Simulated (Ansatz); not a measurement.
CH3ClF2O2W (SMILES C[O][W](=[O])([F])([F])[Cl])

Input file:

```
crystal:
  periodic: [false, false, false]
  atoms:
    - {symbol: C, position_ang: [0.320067, -1.740711, 0.014271]}
    - {symbol: O, position_ang: [-0.303584, -0.559366, 0.447446]}
    - {symbol: W, position_ang: [-0.353488, 1.248307, 0.088323]}
    - {symbol: O, position_ang: [-1.980323, 1.656409, 0.059775]}
    - {symbol: F, position_ang: [0.024354, 0.726768, -1.674242]}
    - {symbol: F, position_ang: [0.161567, 1.597816, 1.841410]}
    - {symbol: Cl, position_ang: [0.786311, 3.156812, -0.481055]}
    - {symbol: H, position_ang: [1.238705, -1.907440, 0.581607]}
    - {symbol: H, position_ang: [-0.364741, -2.574180, 0.176534]}
    - {symbol: H, position_ang: [0.554132, -1.655816, -1.051171]}
basis:
  gaussian: {orbitals: def2-TZVPP}
hamiltonian: {xc: pbe0, dispersion: d4}
output: {orbitals: {seedname: orbitals}}
```

Launched as:

```sh
ansatz run in.yaml --threads 4 --pin off --events-out ev --progress --plain --max-ram 11315MiB
```

Geometry: PBE0-D4/def2-TZVP; core potentials replace the inner electrons of W.

All numbers below come from Ansatz, RKS PBE0-D4/def2-TZVPP.

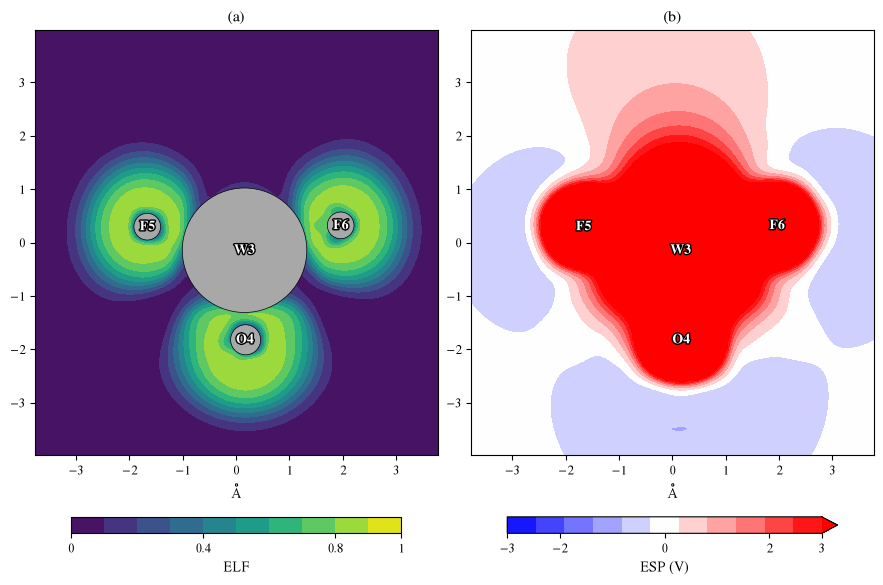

Figure 1. (a) ELF; (b) electrostatic potential on the plane of atoms O4, W3 and F6. Grey discs cover the atomic cores in the ELF map.

**Read the bonding off the picture.**

The plane passes through W, O and F nuclei.
W–O (1.68 Å): the ELF peaks at about 0.80 in the valence shell of O, 0.5 Å from its nucleus, and drops to about 0.40 between the two atoms.
W–F (1.86 Å): the ELF peaks at about 0.80 in the valence shell of F, 0.5 Å from its nucleus, and drops to about 0.25 between the two atoms.
Outside the dense part of the molecule the potential is most negative (−0.8 V) near O4.

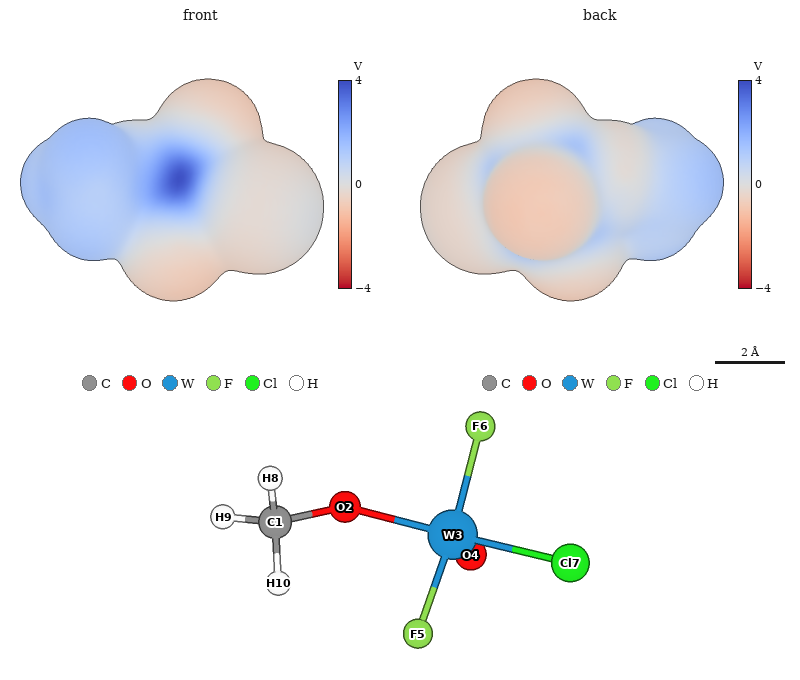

Figure 2. The molecular electrostatic potential painted on the density surface at 0.002 e/bohr³, seen from the front and from behind; the colour scale runs from red (negative) to blue (positive). The bare structure is drawn below in the same view.

**Which sites attract a positive test charge, and which a negative one?**

A positive charge is drawn to the negative regions and a negative charge to the positive ones. The most negative region (about −0.8 V) lies over O4 and F5, the most positive (about +3.4 V) over W3.

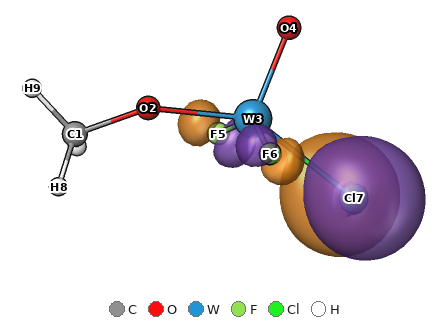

Figure 3. The HOMO at ±0.15 Å⁻³ᐟ² (orange and purple are the two phases), seen from one side.

**Where does this orbital lie, and at what energy?**

By Hirshfeld shares it lies mainly on Cl7 (about 85 %); largely a lone pair of Cl7. Its energy is −9.44 eV.
